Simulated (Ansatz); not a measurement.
# BaCoS3 (cubic perovskite) (Pm-3m): how robust is the cRPA U?

Aim: hold the target of a cRPA run on BaCoS3 (cubic perovskite) (Pm-3m) and move one thing at a time.

Method: constrained RPA on LDA, plane waves, PAW, in Ansatz 0.2.0.

The structure was built from a prototype and need not be the compound's stable phase.

**1. Starting point**

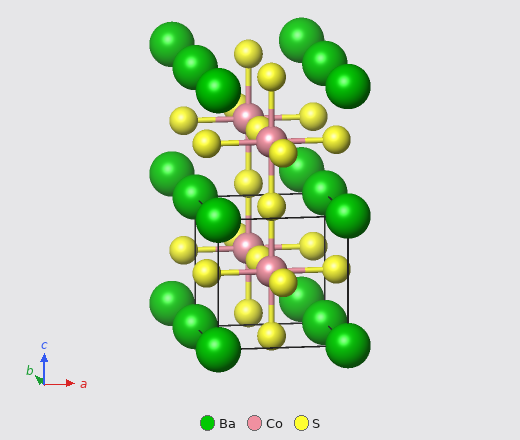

Start, viewed slightly off an axis; barium green, cobalt pink, sulfur yellow. 1×2×2 cells are drawn. Some periodic images of atoms are drawn too.

The structure was relaxed with LDA. The structure type comes from a generator and need not be one that this composition takes. The structure was generated from a model, not taken from a measurement. The runs that relaxed it are not among those shown. The program's search for lower electronic states was switched off, so nothing shows that the state found is the lowest. Spin-orbit coupling is left out unless a step names it. The default PAW set here is soft_2. Its files were made with PBE.

**2. Base: Co d + anion p, bands v12 to c2, 4×4×4 mesh, medium accuracy**

Constrained RPA screens the interaction with every transition except those inside the target bands, which a later many-body model would treat itself.

File input.yaml:

```yaml
crystal:
  lattice:
    - [0.0, -4.51670868, 0.0]
    - [0.0, 0.0, 4.51670868]
    - [-4.51670868, 0.0, 0.0]
  atoms:
    - { symbol: Ba, position: [0.0, 0.0, 0.0] }
    - { symbol: Co, position: [0.5, 0.5, 0.5] }
    - { symbol: S, position: [0.5, 0.5, 0.0] }
    - { symbol: S, position: [0.5, 0.0, 0.5] }
    - { symbol: S, position: [0.0, 0.5, 0.5] }
kpoints:
  mp_grid: { grid: [6, 6, 6] }
hamiltonian:
  xc: lda
scf:
  occupations: { method: gaussian, width: 0.08 }
  n_extra_bands: 19
  max_iter: 150
  lower_state_search: "off"
output:
  crpa:
    kmesh: [4, 4, 4]
    target_bands: [v12, c2]
    projections: [{ species: Co, l: d, shell: 3 }, { species: S, l: p, shell: 3 }]
  local_orbitals:
    kmesh: [8, 8, 8]
    orbitals: [{ species: Co, l: d, shell: 3 }, { species: S, l: p, shell: 3 }]
    window: { bands: [v12, c2] }
    seedname: lo
```

The run is started by

```console
> ansatz run input.yaml --threads 4 --pin off --max-ram 9216MiB --backend cpu --events-out ev --progress --plain --runs-dir out
```

Numbers of over 12 decimals in the logs are rounded to 6 here.

Output:

```text
scf.n_extra_bands = 19 over 23 filled bands (N_el = 45.0): the run solves 42 bands
Engine: ansatz 0.2.0, aarch64-unknown-linux-gnu
Pseudopotentials: kind: paw
Pseudopotential: Ba, paw, valence charge 10, recommended cutoff 420 eV (normal), Ba.paw.azcp
Pseudopotential: Co, paw, valence charge 17, recommended cutoff 420 eV (normal), Co.paw.azcp
Pseudopotential: S, paw, valence charge 6, recommended cutoff 420 eV (normal), S.paw.azcp
Functional definition: SPW92
  exchange = slater_x
  correlation = pw_c
Crystal: 5 atoms, lattice volume = 92.144 Å³
Basis set: ecut = 420 eV, 1791 PW (Γ)
Bands: 42, of which v1, the nominal top of the filled ones, is band 23 counted from 1 (22 counted from 0)
Symmetry: 48 space group operations
Space group: Pm-3m (ITA 221), of the structure as read, at distance tolerance 4.5e-5 Å
k-points: 20 of 216
Non-local potential: Ba, projectors of the file, l = 0: 3, l = 1: 2, l = 2: 2, l = 3: 2
Non-local potential: Co, projectors of the file, l = 0: 3, l = 1: 2, l = 2: 3, l = 3: 1
Non-local potential: S, projectors of the file, l = 0: 2, l = 1: 2, l = 2: 2
PAW form: soft (Blöchl's): semilocal exchange-correlation on the pseudo side does not see the compensation charge
PAW frozen core: Ba, regenerated for the run's functional, and the local potential with it (the file was generated under x = pbe(κ = 0.804, μ = 0.219515), c = pbe(β = 0.066725))
PAW frozen core: Co, regenerated for the run's functional, and the local potential with it (the file was generated under x = pbe(κ = 0.804, μ = 0.219515), c = pbe(β = 0.066725))
PAW frozen core: S, regenerated for the run's functional, and the local potential with it (the file was generated under x = pbe(κ = 0.804, μ = 0.219515), c = pbe(β = 0.066725))
PAW one-centre angular grid: Ba, 194 points (default); XC on 64 Gauss nodes
PAW one-centre angular grid: Co, 590 points (default); XC on 64 Gauss nodes
PAW one-centre angular grid: S, 110 points (default); XC on 64 Gauss nodes
Initial density: superposition of atomic densities (neutral atoms: chi_scale 0, normalization atom), corrected by the library's trained network
Initial wavefunctions: pseudopotential atomic-orbital guess
Functional: x = slater, c = lda
SCF iter   1: F=—  HF=-13455.395498 eV  |F-HF|=—  |Δ(HF+E_count)|=         —  Δρ=2.71e-2  dr2=7.24e-1  ethr=1.77e-3  ⟨swp⟩=6.4  Hψ=4343  notcnv=0  defer=160
preconditioner: auto → Kerker (q_TF=auto, 2.421 Å⁻¹)  [metal: Δε(μ)=0.065 eV  Ē_g=12.867 eV  σ=0.080 eV  W_gap=0.42  n_scr=26 (ndim 8)  ℏωp=22.9 eV  f_vac=0.000  D(μ)=4.83/eV (n_scr^D=32)]
SCF iter   2: F=—  HF=-13455.364723 eV  |F-HF|=—  |Δ(HF+E_count)|=   3.08e-2  Δρ=1.40e-2  dr2=2.09e-1  ethr=1.61e-3  ⟨swp⟩=1.0  Hψ=1000  notcnv=0  defer=195
[...]
Harris-Foulkes:  -13455.349876 eV  (|F-HF|=7.90e-8)
Internal energy: -13455.330285 eV  (E = F + TS)
E sigma→0 (E₀):  -13455.340081 eV
Entropy (-TS):   -0.019591 eV (-3.918 meV/atom)
Fermi energy:    9.982960 eV
--- Per-component energies (eV) ---
  E_band       = -334.730861
  E_kinetic    = 949.629747
  E_local      = -5004.751548  (includes V_loc(G=0)·N_el)
  E_nonlocal   = 613.027759
  E_hartree    = 2131.022627
  E_xc         = -616.170223
  E_vxc        = -607.440435  (∫ρ·V_xc dr)
  E_paw        = -8218.363458  (= ΣΔE_a)
  E_vpaw       = -547.265893  (= ΣTr[D̂ρ^β])
  E_aug_tail   = 0.000065  (compensation charges beyond the density's cutoff)
  E_ewald      = -3310.885612
  E_core_change = 1.160359  (= ΣΔE_core)
  E_smearing   = -0.019591  (= −TS)
  E_closure    = 0.000000  (closes the sum)
  Σ components = -13455.349876   (vs F -13455.349876, Δ=0.00e0)
--- Band table (eV; the first three rows and the last of 20) ---
  k-point 0: bands = [... 19 lower, 8.6963, 9.1048, 9.1048, 10.2117, 10.2117, 10.2117, 12.8797, 12.8797, ... 15 higher]
  k-point 1: bands = [... 19 lower, 9.0956, 9.0956, 9.1497, 10.1651, 10.1651, 10.2952, 13.2350, 13.5999, ... 15 higher]
  k-point 2: bands = [... 19 lower, 9.1709, 9.2652, 9.2652, 10.1600, 10.1600, 10.5455, 14.1335, 14.4462, ... 15 higher]
  k-point 19: bands = [... 19 lower, 10.0362, 10.4946, 10.4946, 10.4946, 13.6794, 13.6794, 14.9933, 14.9933, ... 15 higher]
--- cRPA (band scheme, projected local orbitals): target bands 12..25 (1-based), 14 Wannier function(s), 4×4×4 mesh, 50 bands' worth read of 55 solved, ecut_chi 136.0 eV, v(q+G=0) probe_charge, pair densities all_electron ---
  χ-basis size per q: N_G = 304..342
  window electrons = 23.0000, filled by tetrahedron_uncorrected; constrained ε̄⁻¹(q = 0, 0) head = 0.231821; min gauge Gram eig = 0.6253
  Kanamori averages over each shell's own Wannier functions (sites counted from 0, functions from 1):
  Each shell's averages of U are screened by what lies outside the whole window alone: parameters of one model of all the shells.
    Site 1, 3D, 5 of 5 d orbitals (Wannier functions 1, 2, 3, 4, 5; wannier90's mr 1, 2, 3, 4, 5):
      screened: U = 6.6006 eV, U' = 5.2994 eV, J = 0.6484 eV
      screened, to within: U = 6.7e-3 eV, U' = 6.7e-3 eV, J = 9.4e-4 eV
      bare: V = 23.3564 eV, V' = 21.7517 eV, J = 0.7952 eV
    Site 2, 3P, 3 of 3 p orbitals (Wannier functions 6, 7, 8; wannier90's mr 1, 2, 3):
      screened: U = 4.1131 eV, U' = 3.2611 eV, J = 0.4034 eV
      screened, to within: U = 3.8e-3 eV, U' = 3.8e-3 eV, J = 5.2e-4 eV
      bare: V = 11.7858 eV, V' = 10.4828 eV, J = 0.6125 eV
    Site 3, 3P, 3 of 3 p orbitals (Wannier functions 9, 10, 11; wannier90's mr 1, 2, 3):
      screened: U = 4.1131 eV, U' = 3.2611 eV, J = 0.4034 eV
      screened, to within: U = 3.8e-3 eV, U' = 3.8e-3 eV, J = 5.2e-4 eV
      bare: V = 11.7858 eV, V' = 10.4828 eV, J = 0.6125 eV
    Site 4, 3P, 3 of 3 p orbitals (Wannier functions 12, 13, 14; wannier90's mr 1, 2, 3):
      screened: U = 4.1131 eV, U' = 3.2611 eV, J = 0.4034 eV
      screened, to within: U = 3.8e-3 eV, U' = 3.8e-3 eV, J = 5.2e-4 eV
      bare: V = 11.7858 eV, V' = 10.4828 eV, J = 0.6125 eV
  Hermiticity witness max|P − P†| over intra, direct and exchange elements: 1.95e-14 eV (screened), 3.55e-15 eV (bare)
  Reality witness max|Im| over intra, direct and exchange elements: 2.25e-9 eV (screened), 3.06e-12 eV (bare)
[key lines of the parts left out:]
SCF converged after 8 iterations
Free energy (F): -13455.349876 eV
```

Elapsed: 6.2 min, on 4 threads of Arm Neoverse V2, shared host; peak memory 0.97 GiB.

The column dr2 measures how far the density is from self-consistency, as an energy; F and HF (Harris–Foulkes) agree once it is small.

Numbers from this step:

```
U                                                 : 6.601 eV
U prime (inter-orbital)                           : 5.299 eV
J                                                 : 0.6484 eV
bare V                                            : 23.36 eV
bare J                                            : 0.7952 eV
stated bound on U                                 : 0.006680 eV
U over bare V                                     : 0.2826
electrons in the window                           : 23.00
head of the constrained inverse dielectric matrix : 0.2318
least eigenvalue of the projection's overlap      : 0.6253
target functions                                  : 14
bands in the sums                                 : 50
r.m.s. miss of the model bands                    : 7.27e-4 eV
width of the target bands                         : 10.83 eV
weight of the projected orbitals in the window    : 0.9319
```

On the Co d shell, screening brings the on-site interaction from 23.4 eV down to U = 6.60 eV.

**3. Changed: 2×2×2 mesh**

input.yaml, the sections that differ from step 2:

```yaml
output:
  crpa:
    kmesh: [2, 2, 2]
    target_bands: [v12, c2]
    projections: [{ species: Co, l: d, shell: 3 }, { species: S, l: p, shell: 3 }]
# crystal, kpoints, hamiltonian, scf: as in step 2
```

Output:

```text
[...]
Crystal: 5 atoms, lattice volume = 92.144 Å³
Basis set: ecut = 420 eV, 1791 PW (Γ)
Bands: 42, of which v1, the nominal top of the filled ones, is band 23 counted from 1 (22 counted from 0)
Symmetry: 48 space group operations
[...]
k-points: 20 of 216
[...]
SCF iter   1: F=—  HF=-13455.395498 eV  |F-HF|=—  |Δ(HF+E_count)|=         —  Δρ=2.71e-2  dr2=7.24e-1  ethr=1.77e-3  ⟨swp⟩=6.4  Hψ=4343  notcnv=0  defer=160
[...]
SCF iter   8: F=-13455.349876 eV  HF=-13455.349876 eV  |F-HF|=7.90e-8  |Δ(HF+E_count)|=   4.69e-7  Δρ=9.23e-6  dr2=8.74e-8  ethr=2.22e-10  ⟨swp⟩=10.6  Hψ=4520  notcnv=0
SCF 1 converged in 8 iterations: F = -13455.349876 eV  dr2 = 8.74e-8
[...]
NSCF: frozen V_eff on 4 k-points
[...]
cRPA screening: q 1/8
cRPA screening: q 2/8
cRPA screening: q 5/8 (q-point 4)
cRPA screening: q 8/8
SCF converged after 8 iterations
Free energy (F): -13455.349876 eV
[...]
χ-basis size per q: N_G = 304..341
[...]
screened: U = 6.5273 eV, U' = 5.2119 eV, J = 0.6539 eV
      screened, to within: U = 6.8e-3 eV, U' = 6.8e-3 eV, J = 1.1e-3 eV
      bare: V = 23.5765 eV, V' = 21.9560 eV, J = 0.8025 eV
    Site 2, 3P, 3 of 3 p orbitals (Wannier functions 6, 7, 8; wannier90's mr 1, 2, 3):
      screened: U = 4.1472 eV, U' = 3.2711 eV, J = 0.4145 eV
      screened, to within: U = 4.2e-3 eV, U' = 4.2e-3 eV, J = 5.9e-4 eV
      bare: V = 12.1115 eV, V' = 10.7816 eV, J = 0.6237 eV
    Site 3, 3P, 3 of 3 p orbitals (Wannier functions 9, 10, 11; wannier90's mr 1, 2, 3):
      screened: U = 4.1472 eV, U' = 3.2711 eV, J = 0.4145 eV
      screened, to within: U = 4.2e-3 eV, U' = 4.2e-3 eV, J = 5.9e-4 eV
      bare: V = 12.1115 eV, V' = 10.7816 eV, J = 0.6237 eV
    Site 4, 3P, 3 of 3 p orbitals (Wannier functions 12, 13, 14; wannier90's mr 1, 2, 3):
      screened: U = 4.1472 eV, U' = 3.2711 eV, J = 0.4145 eV
      screened, to within: U = 4.2e-3 eV, U' = 4.2e-3 eV, J = 5.9e-4 eV
      bare: V = 12.1115 eV, V' = 10.7816 eV, J = 0.6237 eV
[...]
[key lines of the parts left out:]
Fermi energy:    9.982960 eV
```

The job ended after 32 s (4 threads; peak memory 0.81 GiB).

Numbers from this step:

* U: 6.527 eV
* U prime (inter-orbital): 5.212 eV
* J: 0.6539 eV
* bare V: 23.58 eV
* bare J: 0.8025 eV
* stated bound on U: 0.006738 eV
* U over bare V: 0.2769
* electrons in the window: 23.00
* head of the constrained inverse dielectric matrix: 0.2000
* least eigenvalue of the projection's overlap: 0.6253
* target functions: 14
* bands in the sums: 50
* width of the target bands: 10.83 eV
* weight of the projected orbitals in the window: 0.9319

On the Co d shell, screening brings the on-site interaction from 23.6 eV down to U = 6.53 eV.

**4. Changed: accuracy low**

input.yaml, as its differences from that of step 3:

```diff
@@ -22,4 +22,5 @@
   crpa:
-    kmesh: [2, 2, 2]
+    kmesh: [4, 4, 4]
     target_bands: [v12, c2]
     projections: [{ species: Co, l: d, shell: 3 }, { species: S, l: p, shell: 3 }]
+    accuracy: low
```

Output:

```text
[...]
Crystal: 5 atoms, lattice volume = 92.144 Å³
Basis set: ecut = 420 eV, 1791 PW (Γ)
Bands: 42, of which v1, the nominal top of the filled ones, is band 23 counted from 1 (22 counted from 0)
Symmetry: 48 space group operations
[...]
k-points: 20 of 216
[...]
screened: U = 4.1078 eV, U' = 3.2573 eV, J = 0.4027 eV
      screened, to within: U = 4.2e-2 eV, U' = 4.2e-2 eV, J = 5.7e-3 eV
      bare: V = 11.7858 eV, V' = 10.4828 eV, J = 0.6125 eV
    Site 4, 3P, 3 of 3 p orbitals (Wannier functions 12, 13, 14; wannier90's mr 1, 2, 3):
      screened: U = 4.1078 eV, U' = 3.2573 eV, J = 0.4027 eV
      screened, to within: U = 4.2e-2 eV, U' = 4.2e-2 eV, J = 5.7e-3 eV
      bare: V = 11.7858 eV, V' = 10.4828 eV, J = 0.6125 eV
[...]
[key lines of the parts left out:]
SCF converged after 8 iterations
Free energy (F): -13455.349876 eV
Fermi energy:    9.982960 eV
```

It took 3.4 min on 4 threads; peak memory 0.87 GiB; 13 min of CPU time.

Numbers from this step:

```yaml
u: 6.585 eV
u_prime_inter_orbital: 5.285 eV
j: 0.6480 eV
bare_v: 23.36 eV
bare_j: 0.7952 eV
stated_bound_on_u: 0.08805 eV
u_over_bare_v: 0.2819
electrons_in_the_window: 23.00
head_of_the_constrained_inverse_dielectric_matrix: 0.2318
least_eigenvalue_of_the_projection_s_overlap: 0.6253
target_functions: 14
bands_in_the_sums: 50
width_of_the_target_bands: 10.83 eV
weight_of_the_projected_orbitals_in_the_window: 0.9319
```

On the Co d shell, screening brings the on-site interaction from 23.4 eV down to U = 6.59 eV.

**5. Changed: smooth pair densities**

input.yaml, as its differences from that of step 4:

```diff
@@ -25,2 +25,2 @@
     projections: [{ species: Co, l: d, shell: 3 }, { species: S, l: p, shell: 3 }]
-    accuracy: low
+    pair_densities: pseudo
```

Output:

```text
[...]
Crystal: 5 atoms, lattice volume = 92.144 Å³
Basis set: ecut = 420 eV, 1791 PW (Γ)
Bands: 42, of which v1, the nominal top of the filled ones, is band 23 counted from 1 (22 counted from 0)
Symmetry: 48 space group operations
[...]
k-points: 20 of 216
[...]
screened, sum over states alone: U = 4.5161 eV, U' = 3.4618 eV, J = 0.5029 eV
      bare: V = 11.7858 eV, V' = 10.4828 eV, J = 0.6125 eV
    Site 4, 3P, 3 of 3 p orbitals (Wannier functions 12, 13, 14; wannier90's mr 1, 2, 3):
      screened: U = 4.1158 eV, U' = 3.2595 eV, J = 0.4054 eV
      screened, to within: U = 9.5e-3 eV, U' = 9.5e-3 eV, J = 1.1e-3 eV
      screened, sum over states alone: U = 4.5161 eV, U' = 3.4618 eV, J = 0.5029 eV
      bare: V = 11.7858 eV, V' = 10.4828 eV, J = 0.6125 eV
[...]
[key lines of the parts left out:]
SCF converged after 8 iterations
Free energy (F): -13455.349876 eV
Fermi energy:    9.982960 eV
```

The job ended after 4.8 min (4 threads; peak memory 0.83 GiB; 19 min of CPU time).

Numbers from this step:

```yaml
u: 6.664 eV
u_prime_inter_orbital: 5.276 eV
j: 0.6921 eV
bare_v: 23.36 eV
bare_j: 0.7952 eV
stated_bound_on_u: 0.02439 eV
u_over_bare_v: 0.2853
electrons_in_the_window: 23.00
head_of_the_constrained_inverse_dielectric_matrix: 0.2320
least_eigenvalue_of_the_projection_s_overlap: 0.6253
target_functions: 14
bands_in_the_sums: 50
width_of_the_target_bands: 10.83 eV
weight_of_the_projected_orbitals_in_the_window: 0.9319
```

On the Co d shell, screening brings the on-site interaction from 23.4 eV down to U = 6.66 eV.

(Part 1 of 2 ends here.)

[Paths, hosts, dates, memory and timing lines, banners, echoed tables and standing remarks are left out of the program output.]

[Logs are printed without paths, hosts, clocks, repeated set-up lines and the standing remarks that a program may print on its own settings, such as how far it seeks lower states.]

[Runs of the session that timed out or met a known fault of the program may be left out.]

[Hosts, paths, dates, database ids (printed as entryN), source tags and the programs' standing remarks are cut or masked in the printed files.]
